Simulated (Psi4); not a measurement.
# Run report: BH₃S, single-point calculation

The run: single-point calculation of BH₃S, SMILES BS. Method and program: M06-L/aug-cc-pVDZ, RKS (Psi4 1.11).

The geometry comes from this level: PBE0-D4/def2-TZVP.

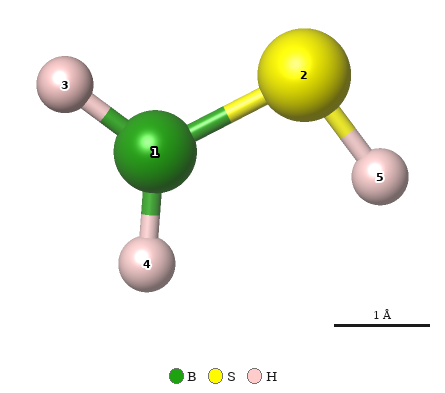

The structure as given in the input (ball-and-stick view, seen on its broad side; atoms are numbered from 1 in the order of the input). Bond lengths as drawn: B–H 1.19 Å, B–S 1.76 Å and H–S 1.34 Å.

## Summary

```tsv
quantity	value
outcome	converged
total energy	−424.853271 hartree
basis functions	77
HOMO	−7.57 eV
LUMO	−1.84 eV
dipole moment	0.91 D
hardware	1 thread of Intel Xeon (Sapphire Rapids), 64 GiB of memory available, shared host
wall time	5.7 s
peak memory	0.61 GiB
```

## Input (job.in)
```
memory 1600 MB

molecule geom {
  0 1
  B     -0.392100    -0.421000     0.088100
  S      0.161700     1.236900    -0.154300
  H     -1.562900    -0.556400     0.264200
  H      0.367100    -1.337600     0.074200
  H      1.476100     1.004400    -0.313600
  symmetry c1
}

set globals {
  puream               true
  scf_type             pk
  dft_radial_points    50
  dft_spherical_points 194
}

e_tot = energy('m06-l/aug-cc-pVDZ')
print_variables()
```

Run as:
```bash
psi4 job.in job.out -n 1
```

## What the program printed
```
Psi4 1.11 release

   => Loading Basis Set <=

    Name: AUG-CC-PVDZ
    Role: ORBITAL
    Keyword: BASIS

         ---------------------------------------------------------
                                   SCF
                              RKS Reference
                        1 Threads,   1525 MiB Core
         ---------------------------------------------------------

  ==> Geometry <==

    Molecular point group: c1
    Full point group: C1

    Geometry (in Angstrom), charge = 0, multiplicity = 1:

       Center              X                  Y                   Z               Mass
    ------------   -----------------  -----------------  -----------------  -----------------
         B           -0.416784975465    -1.160373673089     0.173707856119    11.009305360000
         S            0.137015024535     0.497526326911    -0.068692143881    31.972071174400
         H           -1.587584975465    -1.295773673089     0.349807856119     1.007825032230
         H            0.342415024535    -2.076973673089     0.159807856119     1.007825032230
         H            1.451415024535     0.265026326911    -0.227992143881     1.007825032230

  Running in c1 symmetry.

  Rotational constants: A =      4.31742  B =      0.51204  C =      0.45775 [cm^-1]
  Rotational constants: A = 129433.03974  B =  15350.65054  C =  13723.10208 [MHz]
  Nuclear repulsion =   43.070548964180006

  Charge       = 0
  Multiplicity = 1
  Electrons    = 24
  Nalpha       = 12
  Nbeta        = 12

  ==> Algorithm <==

  SCF Algorithm Type is PK.
  DIIS enabled.
  MOM disabled.
  Fractional occupation disabled.
  Guess Type is SAD.
  Energy threshold   = 1.00e-06
  Density threshold  = 1.00e-06
  Integral threshold = 1.00e-12

  ==> Primary Basis <==

  Basis Set: AUG-CC-PVDZ
    Blend: AUG-CC-PVDZ
    Number of shells: 35
    Number of basis functions: 77
    Number of Cartesian functions: 81
    Spherical Harmonics?: true
    Max angular momentum: 2

  ==> DFT Potential <==

   => LibXC <=

    Version 7.1.2

   => Composite Functional: M06-L <=

    M06-L Meta-GGA XC Functional

    Deriv               =              1
    GGA                 =           TRUE
    Meta                =           TRUE

    Exchange Hybrid     =          FALSE
    MP2 Hybrid          =          FALSE

   => Exchange Functionals <=

    1.0000   XC_MGGA_X_M06_L

   => Correlation Functionals <=

    1.0000   XC_MGGA_C_M06_L

   => LibXC Density Thresholds  <==

    XC_MGGA_C_M06_L:  1.00E-12
    XC_MGGA_X_M06_L:  1.00E-15

   => Molecular Quadrature <=

    Radial Scheme          =       TREUTLER
    Pruning Scheme         =           NONE
    Nuclear Scheme         =       TREUTLER

    Blocking Scheme        =         OCTREE
    BS radius alpha        =              1
    Pruning alpha          =              1
    Radial Points          =             50
    Spherical Points       =            194
    Total Points           =          47979
    Total Blocks           =            438
    Max Points             =            255
    Max Functions          =             77
    Weights Tolerance      =       1.00E-15

  ==> Integral Setup <==

  Using in-core PK algorithm.
   Calculation information:
      Number of atoms:                   5
      Number of AO shells:              35
      Number of primitives:             99
      Number of atomic orbitals:        81
      Number of basis functions:        77

      Integral cutoff                 1.00e-12
      Number of threads:                 1

  Performing in-core PK
  Using 9021012 doubles for integral storage.
  We computed 198765 shell quartets total.
  Whereas there are 198765 unique shell quartets.

  ==> DiskJK: Disk-Based J/K Matrices <==

    J tasked:                  Yes
    K tasked:                   No
    wK tasked:                  No
    Memory [MiB]:              872
    Schwarz Cutoff:          1E-12

  Cached 100.0% of DFT collocation blocks in 0.266 [GiB].

  Minimum eigenvalue in the overlap matrix is 1.5177784056E-04.
  Reciprocal condition number of the overlap matrix is 1.9640057008E-05.
    Using symmetric orthogonalization.

  ==> Pre-Iterations <==

  SCF Guess: Superposition of Atomic Densities via on-the-fly atomic UHF (no occupation information).

   -------------------------
    Irrep   Nso     Nmo
   -------------------------
     A         77      77
   -------------------------
    Total      77      77
   -------------------------

  ==> Iterations <==

                        Total Energy        Delta E     RMS |[F,P]|

   @RKS iter SAD:  -424.42815011073662   -4.24428e+02   0.00000e+00
   @RKS iter   1:  -424.68930635369702   -2.61156e-01   6.14115e-03 DIIS/ADIIS
   @RKS iter   2:  -424.59428486142042    9.50215e-02   7.52553e-03 DIIS/ADIIS
   @RKS iter   3:  -424.85050132179515   -2.56216e-01   8.36495e-04 DIIS/ADIIS
   @RKS iter   4:  -424.85279561797478   -2.29430e-03   3.29470e-04 DIIS/ADIIS
   @RKS iter   5:  -424.85321762013973   -4.22002e-04   1.07384e-04 DIIS/ADIIS
   @RKS iter   6:  -424.85326833350564   -5.07134e-05   2.50950e-05 DIIS
   @RKS iter   7:  -424.85327063490934   -2.30140e-06   8.52521e-06 DIIS
   @RKS iter   8:  -424.85327096625218   -3.31343e-07   1.40974e-06 DIIS
   @RKS iter   9:  -424.85327097494911   -8.69693e-09   2.57335e-07 DIIS
  Energy and wave function converged.

  ==> Post-Iterations <==

   Electrons on quadrature grid:
      Ntotal   =   24.0000726692 ; deviation = 7.267e-05

    Orbital Energies [Eh]
    ---------------------

    Doubly Occupied:

       1A    -88.573022     2A     -7.917530     3A     -6.676514
       4A     -5.826864     5A     -5.821494     6A     -5.819764
       7A     -0.722769     8A     -0.475620     9A     -0.398198
      10A     -0.327600    11A     -0.297152    12A     -0.278077

    Virtual:

      13A     -0.067736    14A     -0.014473    15A      0.020385
      16A      0.022676    17A      0.031056    18A      0.033571
      19A      0.054000    20A      0.069543    21A      0.077578
      22A      0.097523    23A      0.107552    24A      0.109284
      25A      0.133150    26A      0.141782    27A      0.151695
      28A      0.161206    29A      0.186378    30A      0.239478
      31A      0.258876    32A      0.264391    33A      0.279302
      34A      0.310064    35A      0.331104    36A      0.350463
      37A      0.370943    38A      0.380676    39A      0.387958
      40A      0.392437    41A      0.406217    42A      0.413889
      43A      0.444809    44A      0.448390    45A      0.468865
      46A      0.490510    47A      0.501234    48A      0.538402
      49A      0.652611    50A      0.667431    51A      0.702952
      52A      0.733715    53A      0.779249    54A      0.866498
      55A      0.890568    56A      0.897301    57A      0.932564
      58A      0.947345    59A      0.961629    60A      0.994513
      61A      1.037905    62A      1.074467    63A      1.111921
      64A      1.205451    65A      1.229666    66A      1.373559
      67A      1.396800    68A      1.534195    69A      1.656528
      70A      1.766163    71A      1.795808    72A      1.909012
      73A      1.936560    74A      2.127137    75A      2.178430
      76A      2.380584    77A      2.417296

    Final Occupation by Irrep:
              A
    DOCC [    12 ]
    NA   [    12 ]
    NB   [    12 ]

  @RKS Final Energy:  -424.85327097494911

   => Energetics <=

    Nuclear Repulsion Energy =             43.0705489641800057
    One-Electron Energy =                -669.9979903000244121
    Two-Electron Energy =                 232.9362225230011063
    DFT Exchange-Correlation Energy =     -30.8620521621058437
    Empirical Dispersion Energy =           0.0000000000000000
    VV10 Nonlocal Energy =                  0.0000000000000000
    Total Energy =                       -424.8532709749491119

Computation Completed

Properties will be evaluated at   0.000000,   0.000000,   0.000000 [a0]

Properties computed using the SCF density matrix

 Multipole Moments:

 ------------------------------------------------------------------------------------
     Multipole            Electronic (a.u.)      Nuclear  (a.u.)        Total (a.u.)
 ------------------------------------------------------------------------------------

 L = 1.  Multiply by 2.5417464519 to convert [e a0] to [Debye]
 Dipole X            :         -0.2442668            0.5944334            0.3501665
 Dipole Y            :          1.7451851           -1.7936679           -0.0484827
 Dipole Z            :         -0.1403303            0.0965434           -0.0437869
 Magnitude           :                                                    0.3562085

 ------------------------------------------------------------------------------------

	total time  =          5 seconds =       0.08 minutes

  Variable Map:
  ----------------------------------------------------------------------------
  "CURRENT ENERGY"              =>    -424.853270974949
  "CURRENT REFERENCE ENERGY"    =>    -424.853270974949
  "DD SOLVATION ENERGY"         =>       0.000000000000
  "DFT FUNCTIONAL TOTAL ENERGY" =>    -424.853270974949
  "DFT TOTAL ENERGY"            =>    -424.853270974949
  "DFT VV10 ENERGY"             =>       0.000000000000
  "DFT XC ENERGY"               =>     -30.862052162106
  "GRID ELECTRONS ALPHA"        =>      12.000036334612
  "GRID ELECTRONS BETA"         =>      12.000036334612
  "GRID ELECTRONS TOTAL"        =>      24.000072669224
  "NUCLEAR REPULSION ENERGY"    =>      43.070548964180
  "ONE-ELECTRON ENERGY"         =>    -669.997990300024
  "PCM POLARIZATION ENERGY"     =>       0.000000000000
  "PE ENERGY"                   =>       0.000000000000
  "SCF ITERATION ENERGY"        =>    -424.853270974949
  "SCF ITERATIONS"              =>       9.000000000000
  "SCF TOTAL ENERGY"            =>    -424.853270974949
  "TWO-ELECTRON ENERGY"         =>     232.936222523001
  "XC GRID RADIAL POINTS"       =>      50.000000000000
  "XC GRID SPHERICAL POINTS"    =>     194.000000000000
  "XC GRID TOTAL POINTS"        =>   47979.000000000000

  Array Variable Map:
  ----------------------------------------------------------------------------
  "CURRENT DIPOLE"              =>       0.350166538103 ... -0.043786922575 1 by 3
  "SCF DIPOLE"                  =>       0.350166538103 ... -0.043786922575 1 by 3
  "SCF TOTAL ENERGIES"          =>    -424.428150110737 ... -424.853270974949 1 by 10

    Psi4 run time: 0:00:04.36
```

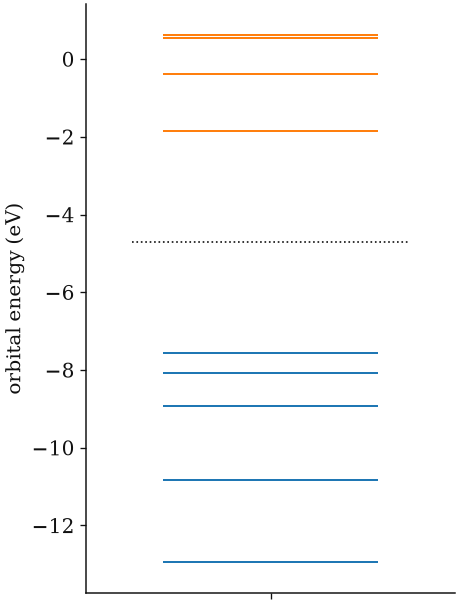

Orbital energies near the frontier; the dotted line parts filled from empty levels, and levels within 0.02 eV of each other stand side by side. Highest filled −7.57 eV, lowest empty −1.84 eV, 5.73 eV apart.
